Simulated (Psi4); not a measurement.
# CAM-B3LYP/6-31G(d) (spherical functions) run of CHClGaNO (SMILES O=C=[N][GaH][Cl])

What is the energy change on altering one bond length of CHClGaNO at CAM-B3LYP/6-31G* (spherical functions)? 

Program for the calculation: Psi4 1.11.

2 further runs of the same task are left out: 2 set aside as unsound or not needed. Runs told in other sessions of the task aren't counted.

## 1. The molecule

CHClGaNO: 6 atoms, total charge 0, spin state singlet. As SMILES, `O=C=[N][GaH][Cl]`. The shape is that of a PBE0-D4/def2-TZVP optimisation. This is one conformer, not always the lowest.

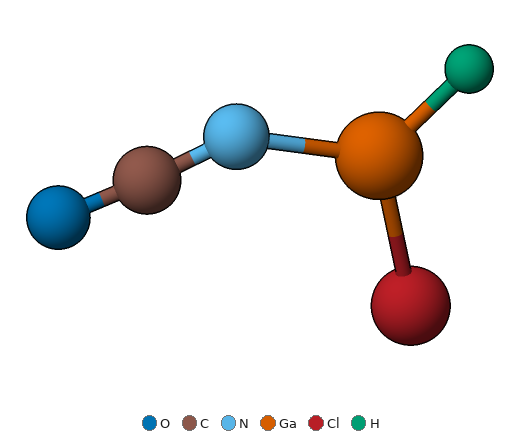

Viewed from a chosen angle; oxygen blue, carbon brown, nitrogen blue, gallium orange, chlorine red, hydrogen teal.

## 2. Energy and gradient at CAM-B3LYP/6-31G(d) (spherical functions)

calc.inp

```
memory 2200 mb

molecule mol {
  O     -1.32318623    -4.96355464    -1.31657219
  C     -1.30731253    -2.80813302    -0.88363594
  N     -1.43014473    -0.57579955    -0.46846311
  Ga     0.46959694     2.12480805     0.52099749
  Cl     4.34145680     1.31260377     1.28085637
  H     -0.67066380     4.78932189     0.77988997
  units au
  symmetry c1
}

set {
  basis                6-31G*
  puream               true
  e_convergence        1e-09
  d_convergence        1e-08
  scf_type             pk
  dft_radial_points    99
  dft_spherical_points 590
}

E, wfn = gradient("cam-b3lyp", return_wfn=True)
print_variables()
```

The run is started by

```sh
$ psi4 -n 1 calc.inp calc.out
```

calc.out:

```text
[...]
  Running in c1 symmetry.
[...]
  Nuclear repulsion =  378.168383066356114
[...]
  Multiplicity = 1
[...]
  Nalpha       = 35
  Nbeta        = 35
[...]
    Number of basis functions: 94
[...]
   @RKS iter   1: -2551.62754834889665   -1.83212e+00   3.17442e-02 DIIS/ADIIS
[...]
   @RKS iter  14: -2553.57817143199600   -3.18323e-12   4.76177e-09 DIIS
[...]
    Orbital Energies [Eh]
    ---------------------
    Doubly Occupied:
       1A   -372.686825     2A   -101.596622     3A    -46.074692
       4A    -40.833953     5A    -40.830165     6A    -40.829440
       7A    -19.275000     8A    -14.428102     9A    -10.411070
      10A     -9.530375    11A     -7.291603    12A     -7.286598
      13A     -7.285522    14A     -5.657498    15A     -3.946518
      16A     -3.938914    17A     -3.936403    18A     -1.196099
      19A     -1.025767    20A     -0.984538    21A     -0.975185
      22A     -0.972913    23A     -0.972660    24A     -0.967586
      25A     -0.890117    26A     -0.634408    27A     -0.575631
      28A     -0.539001    29A     -0.537648    30A     -0.493914
      31A     -0.438611    32A     -0.405187    33A     -0.391762
      34A     -0.370024    35A     -0.367486
[...]
  @RKS Final Energy: -2553.57817143199600
   => Energetics <=
    Nuclear Repulsion Energy =            378.1683830663561139
    One-Electron Energy =               -4300.1246261284122738
    Two-Electron Energy =                1464.3222430965047351
    DFT Exchange-Correlation Energy =     -95.9441714664445158
    Empirical Dispersion Energy =           0.0000000000000000
    VV10 Nonlocal Energy =                  0.0000000000000000
    Total Energy =                      -2553.5781714319959974
[...]
 Multipole Moments:
 ------------------------------------------------------------------------------------
     Multipole            Electronic (a.u.)      Nuclear  (a.u.)        Total (a.u.)
 ------------------------------------------------------------------------------------
 L = 1.  Multiply by 2.5417464519 to convert [e a0] to [Debye]
 Dipole X            :          0.7835651           -1.0890855           -0.3055204
 Dipole Y            :          4.7417244           -3.8438147            0.8979097
 Dipole Z            :          1.1301803           -1.0242108            0.1059695
 Magnitude           :                                                    0.9543658
[...]
  -Total Gradient:
     Atom            X                  Y                   Z
    ------   -----------------  -----------------  -----------------
       1        0.000170389503     0.014819077380     0.002988227578
       2       -0.000527918490    -0.002688861595    -0.000656175757
       3        0.000424267110    -0.011590984550    -0.002208045310
       4        0.003428737971    -0.000108790404     0.000792492298
       5       -0.003456520131     0.000434856134    -0.000735627015
       6       -0.000043425354    -0.000870067388    -0.000182894617
[...]
```

Wall time 34 s (1 thread of Intel Xeon Platinum 8488C (Sapphire Rapids), shared host); peak memory 1.1 GiB.

## 3. The distorted shape, same level

chclgano.xyz

```xyz
6
CHClGaNO
O     -0.706920    -3.539041    -0.879972
C     -0.691800    -1.486000    -0.467600
N     -0.756800    -0.304700    -0.247900
Ga     0.248500     1.124400     0.275700
Cl     2.297400     0.694600     0.677800
H     -0.354900     2.534400     0.412700
```

chclgano.py

```python
import psi4

psi4.set_memory(2200000000)
psi4.set_num_threads(1)
psi4.core.set_output_file('chclgano.out', False)

with open('chclgano.xyz') as f:
    atoms = ''.join(f.readlines()[2:])
mol = psi4.geometry('0 1\n' + atoms + 'symmetry c1\nno_reorient\nno_com')

psi4.set_options(dict(puream=True, e_convergence=1e-09, d_convergence=1e-08, scf_type='pk', dft_radial_points=99, dft_spherical_points=590))

energy_value, wavefunction = psi4.gradient('cam-b3lyp/6-31G*', molecule=mol, return_wfn=True)
psi4.oeprop(wavefunction, 'MAYER_INDICES', 'LOWDIN_CHARGES', 'WIBERG_LOWDIN_INDICES')
print('gradient / Eh bohr^-1')
print(energy_value.np.round(6))
print(f'energy = {wavefunction.energy():.10f} Eh')
```

The run is started by

```sh
$ python chclgano.py
```

chclgano.out, cut to the lines that bear on the results:

```text
[...]
  Running in c1 symmetry.
[...]
  Nuclear repulsion =  356.605662977807810
[...]
  Multiplicity = 1
[...]
  Nalpha       = 35
  Nbeta        = 35
[...]
    Number of basis functions: 94
[...]
   @RKS iter   1: -2551.16377907024753   -2.21245e+00   3.23311e-02 ADIIS/DIIS
[...]
   @RKS iter  18: -2553.31409523370394   -1.09139e-11   7.85493e-09 DIIS
[...]
  @RKS Final Energy: -2553.31409523370394
   => Energetics <=
    Nuclear Repulsion Energy =            356.6056629778078104
    One-Electron Energy =               -4256.2458399797960737
    Two-Electron Energy =                1442.0490518766193873
    DFT Exchange-Correlation Energy =     -95.7229701083349767
    Empirical Dispersion Energy =           0.0000000000000000
    VV10 Nonlocal Energy =                  0.0000000000000000
    Total Energy =                      -2553.3140952337043927
[...]
 Multipole Moments:
 ------------------------------------------------------------------------------------
     Multipole            Electronic (a.u.)      Nuclear  (a.u.)        Total (a.u.)
 ------------------------------------------------------------------------------------
 L = 1.  Multiply by 2.5417464519 to convert [e a0] to [Debye]
 Dipole X            :        -59.2328912           59.1496372           -0.0832541
 Dipole Y            :        -16.3435224           18.5906948            2.2471723
 Dipole Z            :        -16.3935999           16.8210645            0.4274646
 Magnitude           :                                                    2.2889825
[...]
  -Total Gradient:
     Atom            X                  Y                   Z
    ------   -----------------  -----------------  -----------------
       1       -0.000388072754    -0.074398261167    -0.014905710890
       2        0.008042036772     0.015016573301     0.004905692948
       3        0.000523488652     0.077973179326     0.015646270707
       4       -0.012150553683    -0.019083547757    -0.006690840736
       5        0.003105358187     0.000645907105     0.000867970614
       6        0.000876861806    -0.000153947129     0.000178779306
[...]
```

On the terminal:

```text
gradient / Eh bohr^-1
[[-0.000388 -0.074398 -0.014906]
 [ 0.008042  0.015017  0.004906]
 [ 0.000523  0.077973  0.015646]
 [-0.012151 -0.019084 -0.006691]
 [ 0.003105  0.000646  0.000868]
 [ 0.000877 -0.000154  0.000179]]
energy = -2553.3140952337 Eh
```

Run time: 36 s. Hardware: 1 thread of Intel Xeon Platinum 8488C (Sapphire Rapids), shared host; peak memory 1.1 GiB.

## 4. What came out

At CAM-B3LYP/6-31G* (spherical functions):

| quantity | value |
| --- | --- |
| first shape: total energy | -2553.57817 Eh |
| first shape: dipole moment | 2.43 D |
| first shape: HOMO energy | -10.00 eV |
| first shape: LUMO energy | -0.89 eV |
| first shape: HOMO–LUMO gap | 9.11 eV |
| first shape: largest force on an atom | 0.777 eV/Å |
| distorted shape: total energy | -2553.31410 Eh |
| distorted shape: dipole moment | 5.82 D |
| distorted shape: HOMO energy | -8.76 eV |
| distorted shape: LUMO energy | -1.88 eV |
| distorted shape: HOMO–LUMO gap | 6.88 eV |
| distorted shape: largest force on an atom | 4.090 eV/Å |
| energy change with the O1–C2 bond stretched from 1.163 to 2.094 Å | 7.186 eV |

With the O1–C2 bond stretched from 1.163 to 2.094 Å the energy rises by 7.19 eV (693 kJ/mol). The first shape isn't relaxed at this level, so the change isn't measured from a minimum. A restricted reference can't describe the breaking bond well at this length. The largest force (first shape) is 0.78 eV/Å: the shape isn't a stationary point for this species at this level. With no_com the log's rotational constants are taken about the origin, not the centre of mass, so they aren't the molecule's.
